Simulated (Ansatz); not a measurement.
# HF/STO-3G run of COF2 (carbonyl fluoride)

Aim: the vertical electron affinity of COF2 (carbonyl fluoride) at HF/STO-3G, from 2 runs. 

The calculation is run with Ansatz 0.2.0.

62 further runs of the same task are left out: 5 that didn't finish, 57 set aside as unsound or not needed.

## Step 1: Starting point

The species is COF2 (4 atoms), meant as a singlet with charge 0. As SMILES, `O=C(F)F`. The shape is that of a PBE0-D4/def2-TZVP optimisation.

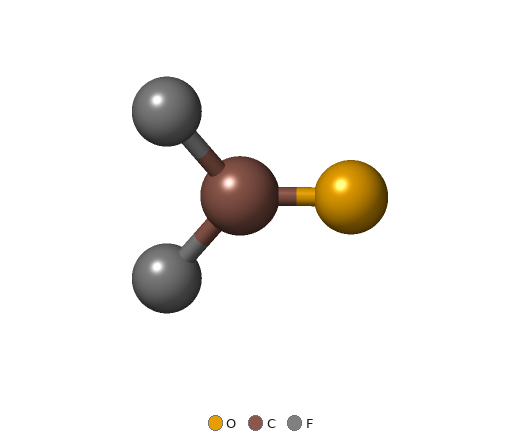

Viewed from a chosen angle; oxygen amber, carbon brown, fluorine grey.

## Step 2: A single-point energy at HF/STO-3G

molecule.yaml reads:

```yaml
crystal:
  periodic: [false, false, false]
  atoms:
    - {symbol: O, position_ang: [-1.242660, -0.157400, 0.153910]}
    - {symbol: C, position_ang: [-0.091830, -0.011630, 0.011370]}
    - {symbol: F, position_ang: [0.845490, -0.826670, 0.424670]}
    - {symbol: F, position_ang: [0.488990, 0.995700, -0.589960]}
basis:
  gaussian:
    orbitals: STO-3G
hamiltonian:
  xc: hf
accuracy: high
```

Run with:

```
$ ansatz run molecule.yaml --threads 1 --pin off --max-ram 3480MiB --events-out events.jsonl --progress --plain --runs-dir runs
```

Standard output:

```text
Warning: RAYON_NUM_THREADS=1 ignored (pool sized by the plan → 1); use --threads N
Functional definition: HF
  name "HF"
  exchange = exact_x
  correlation = 0
368 factors; integrals over basis functions are off by at most 5.4e-8 eV
mean field evaluation 1: about -8356.3217 eV, gradient 4.3e1 eV
mean field evaluation 2: about -8356.4427 eV, gradient 4.3e1 eV
mean field evaluation 4: about -8362.0017 eV, gradient 3.0e0 eV
mean field evaluation 8: about -8362.0635 eV, gradient 1.0e-1 eV
mean field -8362.06348679 eV, -307.3001651293 hartree, gradient 9.6e-9 eV, S^2 0.000000; 0 other end points of the search recorded, 0 dependent functions left out
reference -8362.06348679 eV, -307.3001651293 hartree; 16, 16 occupied and 4, 4 virtual orbitals, 368 factors
Total energy: -8362.06348679 eV, -307.3001651293 hartree
```

It took 0.1 s on 1 thread of Arm Neoverse V2, shared host.

## Step 3: The doublet anion

run.yaml reads:

```yaml
crystal:
  periodic: [false, false, false]
  atoms:
    - {symbol: O, position_ang: [-1.242660, -0.157400, 0.153910]}
    - {symbol: C, position_ang: [-0.091830, -0.011630, 0.011370]}
    - {symbol: F, position_ang: [0.845490, -0.826670, 0.424670]}
    - {symbol: F, position_ang: [0.488990, 0.995700, -0.589960]}
basis:
  gaussian:
    orbitals: STO-3G
total_charge: -1
magnetization:
  spin_polarized: true
  initial_magnetization: 1
hamiltonian:
  xc: hf
accuracy: high
```

Run with:

```
$ ansatz run run.yaml --threads 1 --pin off --max-ram 3480MiB --events-out events.jsonl --progress --plain --runs-dir runs
```

Standard output:

```text
Warning: RAYON_NUM_THREADS=1 ignored (pool sized by the plan → 1); use --threads N
[... 4 set-up lines as earlier in the session ...]
368 factors; integrals over basis functions are off by at most 5.4e-8 eV
mean field evaluation 1: about -8351.5116 eV, gradient 2.1e1 eV
mean field evaluation 2: about -8351.7167 eV, gradient 2.1e1 eV
mean field evaluation 4: about -8354.5438 eV, gradient 1.6e0 eV
mean field evaluation 8: about -8354.6062 eV, gradient 3.6e-4 eV
mean field evaluation 16: about -8354.6029 eV, gradient 2.2e-8 eV
mean field -8354.60291318 eV, -307.0259941061 hartree, gradient 2.2e-8 eV, S^2 0.753840; 0 other end points of the search recorded, 0 dependent functions left out
reference -8354.60291318 eV, -307.0259941061 hartree; 17, 16 occupied and 3, 4 virtual orbitals, 368 factors
Total energy: -8354.60291318 eV, -307.0259941061 hartree
```

Run time: 0.12 s. Hardware: 1 thread of Arm Neoverse V2, shared host.

## Step 4: What came out

Level: HF/STO-3G.

| quantity | value |
| --- | --- |
| singlet COF2: total energy | -307.30017 Eh |
| doublet anion: total energy | -307.02599 Eh |
| doublet anion: ⟨S²⟩ | 0.754 |
| vertical electron affinity (to the doublet anion) | -7.461 eV |

What this shows: The anion lies 7.46 eV (720 kJ/mol) above the neutral: the electron isn't bound at this level, and such a value depends on the basis. Without diffuse functions anions come out too high. Hartree–Fock misses the correlation that binds many anions. In a minimal basis such a difference can be off by several eV, whatever the method.
